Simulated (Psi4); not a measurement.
# Run report: P₃H₃, geometry relaxation (part 3 of 4)

Continued. System: P₃H₃ (cyclo-(PH)3). Method: SVWN-RPA/STO-3G, RKS (Psi4 1.11). The geometry comes from this level: GFN2-xTB.

Geometry of the input (Å):
```
P  1.0798  -0.4363  0.5585
P  -0.1559  1.2816  -0.0392
P  -0.4382  -0.6540  -0.9740
H  0.2518  -0.9037  1.5873
H  -1.1856  1.0944  0.8921
H  0.4481  -0.3820  -2.0246
```

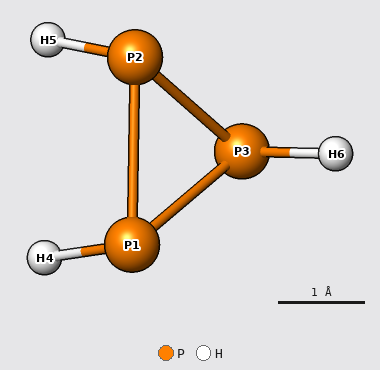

The structure as given in the input (ball-and-stick view, seen at a tilt; atoms are numbered from 1 in the order of the input).

What the program printed, continued
```
	        --- Internal Coordinate Step in ANG or DEG, aJ/ANG or AJ/DEG ---
	-------------------------------------------------------------------------------
	           Coordinate      Previous         Force          Change          New
	           ----------      --------        ------          ------        ------
	               R(1,2)       2.21449        0.01921        0.00742       2.22191
	               R(1,3)       2.19871        0.01725        0.00721       2.20592
	               R(1,4)       1.42659       -0.02349       -0.00563       1.42096
	               R(2,3)       2.19870        0.01727        0.00722       2.20592
	               R(2,5)       1.42659       -0.02349       -0.00563       1.42096
	               R(3,6)       1.42433       -0.01697       -0.00382       1.42051
	             B(1,2,3)      59.76242       -0.00000       -0.00250      59.75992
	             B(1,2,5)      95.04196       -0.00004       -0.43707      94.60489
	             B(1,3,2)      60.47547        0.00000        0.00473      60.48019
	             B(1,3,6)      92.72255       -0.00006       -0.58945      92.13309
	             B(2,1,3)      59.76212       -0.00000       -0.00222      59.75989
	             B(2,1,4)      95.04058       -0.00004       -0.43433      94.60625
	             B(2,3,6)      92.72277       -0.00006       -0.58837      92.13440
	             B(3,1,4)      92.91696       -0.00006       -0.48175      92.43521
	             B(3,2,5)      92.91491       -0.00006       -0.47838      92.43653
	           D(1,2,3,6)     -91.58823        0.00004        0.34481     -91.24343
	           D(1,3,2,5)     -94.13906        0.00001        0.22796     -93.91110
	           D(2,1,3,6)      91.58862       -0.00004       -0.34296      91.24566
	           D(2,3,1,4)      94.13626       -0.00001       -0.22282      93.91344
	           D(3,1,2,5)      90.43907       -0.00005       -0.30070      90.13837
	           D(3,2,1,4)     -90.44223        0.00005        0.30618     -90.13605
	           D(4,1,2,5)      -0.00316        0.00000        0.00549       0.00233
	           D(4,1,3,6)    -174.27512       -0.00004       -0.56578    -174.84091
	           D(5,2,3,6)     174.27271        0.00004        0.57276     174.84548
	-------------------------------------------------------------------------------

	                                 ==> Convergence Check <==

	Measures of convergence in internal coordinates in au.

	Criteria marked as inactive (o), active & met (*), and active & unmet ( ).

	----------------------------------------------------------------------------------------------
	   Step    Total Energy     Delta E     Max Force     RMS Force      Max Disp      RMS Disp
	----------------------------------------------------------------------------------------------
	  Convergence Criteria     1.00e-06 *    3.00e-04 *             o    1.20e-03 *             o
	----------------------------------------------------------------------------------------------
	     2   -1011.35318708   -2.02e-03      2.85e-03      1.28e-03 o    1.40e-02      8.34e-03 o  ~
	----------------------------------------------------------------------------------------------

Next Geometry in Ang
	Fragment 1 (Ang)

	    P   0.9432572793  -0.4973899783   0.7074423383
	    P  -0.3054510889   1.2384044071   0.1035908438
	    P  -0.6103768122  -0.7316189929  -0.8409255901
	    H   0.0627255058  -0.9175098155   1.7405386920
	    H  -1.3142019838   0.9965861373   1.0747108708
	    H   0.3079778024  -0.4334679471  -1.8828325872

    Structure for next step:
    Molecular point group: c1
    Full point group: C1

    Geometry (in Angstrom), charge = 0, multiplicity = 1:

    P            0.944312996699    -0.496700490327     0.707298163290
    P           -0.304395371541     1.239093895022     0.103446668825
    P           -0.609321094843    -0.730929504975    -0.841069765165
    H            0.063781223190    -0.916820327567     1.740394516988
    H           -1.313146266417     0.997275625274     1.074566695756
    H            0.309033519759    -0.432778459114    -1.882976762192

gradient() will perform analytic gradient computation.

  ==> Geometry <==

    Molecular point group: c1
    Full point group: C1

    Geometry (in Angstrom), charge = 0, multiplicity = 1:

       Center              X                  Y                   Z               Mass
    ------------   -----------------  -----------------  -----------------  -----------------
         P            0.944312996699    -0.496700490327     0.707298163290    30.973761998420
         P           -0.304395371541     1.239093895022     0.103446668825    30.973761998420
         P           -0.609321094843    -0.730929504975    -0.841069765165    30.973761998420
         H            0.063781223190    -0.916820327567     1.740394516988     1.007825032230
         H           -1.313146266417     0.997275625274     1.074566695756     1.007825032230
         H            0.309033519759    -0.432778459114    -1.882976762192     1.007825032230

  Running in c1 symmetry.

  Rotational constants: A =      0.20151  B =      0.19753  C =      0.10718 [cm^-1]
  Rotational constants: A =   6041.11001  B =   5921.91022  C =   3213.23987 [MHz]
  Nuclear repulsion =  196.500177852220190

  Charge       = 0
  Multiplicity = 1
  Electrons    = 48
  Nalpha       = 24
  Nbeta        = 24

   => Molecular Quadrature <=

    Radial Scheme          =       TREUTLER
    Pruning Scheme         =           NONE
    Nuclear Scheme         =       TREUTLER

    Blocking Scheme        =         OCTREE
    BS radius alpha        =              1
    Pruning alpha          =              1
    Radial Points          =             75
    Spherical Points       =            302
    Total Points           =         125341
    Total Blocks           =           1005
    Max Points             =            256
    Max Functions          =             28
    Weights Tolerance      =       1.00E-15

   => Auxiliary Basis Set <=

  Basis Set: (STO-3G AUX)
    Blend: DEF2-UNIVERSAL-JKFIT
    Number of shells: 132
    Number of basis functions: 438
    Number of Cartesian functions: 525
    Spherical Harmonics?: true
    Max angular momentum: 4

  Cached 100.0% of DFT collocation blocks in 0.019 [GiB].

  Minimum eigenvalue in the overlap matrix is 3.2322079221E-01.
  Reciprocal condition number of the overlap matrix is 1.5336438086E-01.
    Using symmetric orthogonalization.

  ==> Iterations <==

                           Total Energy        Delta E     RMS |[F,P]|

   @DF-RKS iter   0: -1011.35366764895855   -1.01135e+03   7.97372e-04
   @DF-RKS iter   1: -1011.35329207017048    3.75579e-04   6.64023e-05 DIIS
   @DF-RKS iter   2: -1011.35329275427398   -6.84103e-07   6.33830e-05 DIIS
   @DF-RKS iter   3: -1011.35329654608813   -3.79181e-06   1.84568e-05 DIIS
   @DF-RKS iter   4: -1011.35329681794644   -2.71858e-07   5.77612e-06 DIIS
   @DF-RKS iter   5: -1011.35329684455326   -2.66068e-08   2.54531e-07 DIIS
   @DF-RKS iter   6: -1011.35329684461522   -6.19593e-11   9.31045e-08 DIIS
   @DF-RKS iter   7: -1011.35329684462477   -9.54969e-12   5.76485e-09 DIIS
  Energy and wave function converged.

  ==> Post-Iterations <==

   Electrons on quadrature grid:
      Ntotal   =   47.9999813113 ; deviation = -1.869e-05

    Final Occupation by Irrep:
              A
    DOCC [    24 ]
    NA   [    24 ]
    NB   [    24 ]

  @DF-RKS Final Energy: -1011.35329684462477

   => Energetics <=

    Nuclear Repulsion Energy =            196.5001778522201903
    One-Electron Energy =               -1802.3983484310267613
    Two-Electron Energy =                 662.7502336336540338
    DFT Exchange-Correlation Energy =     -68.2053598994723416
    Empirical Dispersion Energy =           0.0000000000000000
    VV10 Nonlocal Energy =                  0.0000000000000000
    Total Energy =                      -1011.3532968446247651

Computation Completed

Properties will be evaluated at   0.000000,   0.000000,   0.000000 [a0]

Properties computed using the SCF density matrix

 Multipole Moments:

 ------------------------------------------------------------------------------------
     Multipole            Electronic (a.u.)      Nuclear  (a.u.)        Total (a.u.)
 ------------------------------------------------------------------------------------

 L = 1.  Multiply by 2.5417464519 to convert [e a0] to [Debye]
 Dipole X            :          0.7608628           -0.9096831           -0.1488203
 Dipole Y            :          0.2832776           -0.3408398           -0.0575622
 Dipole Z            :         -0.7593552            0.9016081            0.1422529
 Magnitude           :                                                    0.2137681

 ------------------------------------------------------------------------------------

	total time  =          1 seconds =       0.02 minutes

         ------------------------------------------------------------
                                   SCF GRAD
         ------------------------------------------------------------

  ==> Geometry <==

    Molecular point group: c1
    Full point group: C1

    Geometry (in Angstrom), charge = 0, multiplicity = 1:

       Center              X                  Y                   Z               Mass
    ------------   -----------------  -----------------  -----------------  -----------------
         P            0.944312996699    -0.496700490327     0.707298163290    30.973761998420
         P           -0.304395371541     1.239093895022     0.103446668825    30.973761998420
         P           -0.609321094843    -0.730929504975    -0.841069765165    30.973761998420
         H            0.063781223190    -0.916820327567     1.740394516988     1.007825032230
         H           -1.313146266417     0.997275625274     1.074566695756     1.007825032230
         H            0.309033519759    -0.432778459114    -1.882976762192     1.007825032230

  Nuclear repulsion =  196.500177852220219

   => Molecular Quadrature <=

    Radial Scheme          =       TREUTLER
    Pruning Scheme         =           NONE
    Nuclear Scheme         =       TREUTLER

    Blocking Scheme        =         OCTREE
    BS radius alpha        =              1
    Pruning alpha          =              1
    Radial Points          =             75
    Spherical Points       =            302
    Total Points           =         125341
    Total Blocks           =           1005
    Max Points             =            256
    Max Functions          =             28
    Weights Tolerance      =       1.00E-15

  -Total Gradient:
     Atom            X                  Y                   Z
    ------   -----------------  -----------------  -----------------
       1        0.000169211865     0.000406981241    -0.000018133050
       2        0.000423138813     0.000050910499     0.000103154313
       3       -0.000476660641    -0.000285641735     0.000157332440
       4       -0.000057457329    -0.000207362263    -0.000109261775
       5       -0.000168012844    -0.000050520247    -0.000160296963
       6        0.000107821337     0.000073341346    -0.000004138356

	total time  =          1 seconds =       0.02 minutes

    			-----------------------------------------

    			 OPTKING 3.0: for geometry optimizations

    			        with contributions from

    			-----------------------------------------

	                            ===> Fragment 1 <==

	 Z (Atomic Numbers)          Masses                          Geom
	      15.000000            30.973762          1.78449294 -0.93862789  1.33659982
	      15.000000            30.973762         -0.57522389  2.34154811  0.19548587
	      15.000000            30.973762         -1.15144999 -1.38125658 -1.58939151
	       1.000000             1.007825          0.12052904 -1.73253933  3.28886899
	       1.000000             1.007825         -2.48148681  1.88457780  2.03063676
	       1.000000             1.007825          0.58398872 -0.81783276 -3.55831038

	 - Coordinate -           - BOHR/RAD -       - ANG/DEG -
	 R(1,2)           =         4.198804           2.221912
	 R(1,3)           =         4.168586           2.205921
	 R(1,4)           =         2.685224           1.420959
	 R(2,3)           =         4.168585           2.205920
	 R(2,5)           =         2.685226           1.420960
	 R(3,6)           =         2.684369           1.420507
	 B(1,2,3)         =         1.043007          59.759915
	 B(1,2,5)         =         1.651167          94.604891
	 B(1,3,2)         =         1.055578          60.480192
	 B(1,3,6)         =         1.608026          92.133095
	 B(2,1,3)         =         1.043007          59.759893
	 B(2,1,4)         =         1.651191          94.606251
	 B(2,3,6)         =         1.608049          92.134396
	 B(3,1,4)         =         1.613299          92.435211
	 B(3,2,5)         =         1.613322          92.436532
	 D(1,2,3,6)       =        -1.592498         -91.243427
	 D(1,3,2,5)       =        -1.639058         -93.911096
	 D(2,1,3,6)       =         1.592537          91.245658
	 D(2,3,1,4)       =         1.639099          93.913436
	 D(3,1,2,5)       =         1.573211          90.138373
	 D(3,2,1,4)       =        -1.573171         -90.136047
	 D(4,1,2,5)       =         0.000041           0.002326
	 D(4,1,3,6)       =        -3.051549        -174.840905
	 D(5,2,3,6)       =         3.051629         174.845477

	        --- Internal Coordinate Step in ANG or DEG, aJ/ANG or AJ/DEG ---
	-------------------------------------------------------------------------------
	           Coordinate      Previous         Force          Change          New
	           ----------      --------        ------          ------        ------
	               R(1,2)       2.22191        0.00122        0.00063       2.22254
	               R(1,3)       2.20592       -0.00075       -0.00001       2.20591
	               R(1,4)       1.42096       -0.00019       -0.00037       1.42058
	               R(2,3)       2.20592       -0.00075       -0.00001       2.20591
	               R(2,5)       1.42096       -0.00019       -0.00038       1.42058
	               R(3,6)       1.42051       -0.00073       -0.00045       1.42006
	             B(1,2,3)      59.75992       -0.00000       -0.00959      59.75033
	             B(1,2,5)      94.60489       -0.00001       -0.20636      94.39853
	             B(1,3,2)      60.48019        0.00001        0.01920      60.49940
	             B(1,3,6)      92.13309        0.00001        0.04201      92.17511
	             B(2,1,3)      59.75989       -0.00000       -0.00962      59.75028
	             B(2,1,4)      94.60625       -0.00001       -0.20909      94.39716
	             B(2,3,6)      92.13440        0.00001        0.03843      92.17283
	             B(3,1,4)      92.43521        0.00001        0.21137      92.64658
	             B(3,2,5)      92.43653        0.00001        0.20834      92.64487
	           D(1,2,3,6)     -91.24343       -0.00001       -0.02704     -91.27047
	           D(1,3,2,5)     -93.91110        0.00002        0.36007     -93.55102
	           D(2,1,3,6)      91.24566        0.00001        0.02091      91.26657
	           D(2,3,1,4)      93.91344       -0.00002       -0.36500      93.54844
	           D(3,1,2,5)      90.13837        0.00002        0.36119      90.49956
	           D(3,2,1,4)     -90.13605       -0.00002       -0.36629     -90.50234
	           D(4,1,2,5)       0.00233       -0.00000       -0.00511      -0.00278
	           D(4,1,3,6)    -174.84091       -0.00001       -0.34409    -175.18500
	           D(5,2,3,6)     174.84548        0.00001        0.33303     175.17851
	-------------------------------------------------------------------------------

	                                 ==> Convergence Check <==

	Measures of convergence in internal coordinates in au.
```
